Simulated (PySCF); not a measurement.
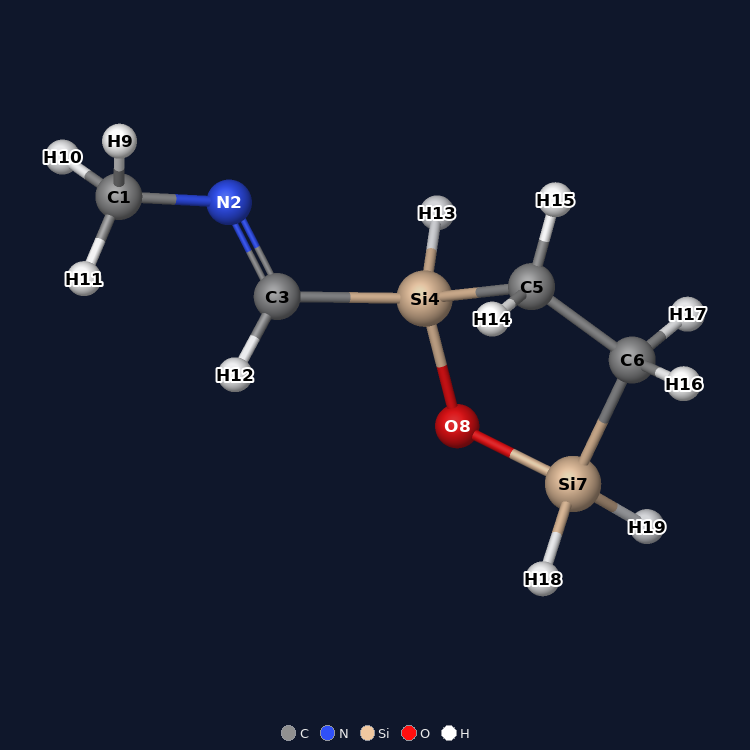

The computed structure is the end point of a PBE0-D3(BJ)/def2-SVP optimisation. No frequency run is at hand to confirm it as a minimum. Method: delta-SCF UKS SCAN, pcX-2 on the ionised atom, pcseg-1 elsewhere, spin-free X2C (PySCF 2.14.0).

Give the core-electron binding energies (to vacuum; p and d levels without spin–orbit splitting) of C1 1s, N2 1s, C3 1s, Si4 1s, Si4 2p, C5 1s, C6 1s, Si7 1s, Si7 2p, O8 1s.

```tsv
atom	level	binding energy (eV)
C1	1s	291.4
N2	1s	404.6
C3	1s	291.0
Si4	1s	1846.7
Si4	2p	107.0
C5	1s	290.1
C6	1s	290.2
Si7	1s	1846.9
Si7	2p	107.3
O8	1s	537.4
```
